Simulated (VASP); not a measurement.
Band structure of La2O3 (a-type). Level of theory: PBE GGA with D3 dispersion (Becke-Johnson damping), VASP's PBE PAW potentials (set 64) (plane waves; VASP).

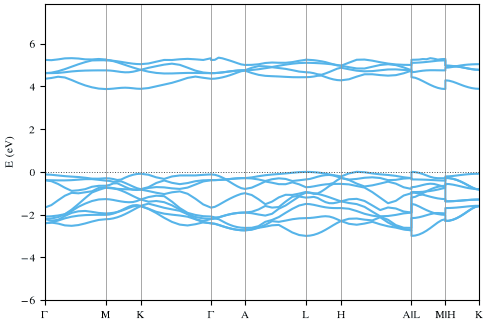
Bands along high-symmetry lines, zero at the valence-band maximum or, without a gap, the Fermi level

Question: Read the plot: is there a gap, and where are the band edges?

Answer: The gap is indirect, 3.87 eV, from the valence maximum at H-A at 0.22 to the conduction minimum at M. (Edges off the drawn lines would not show.)

The compound is La2O3 in the a-type structure. It was relaxed first.
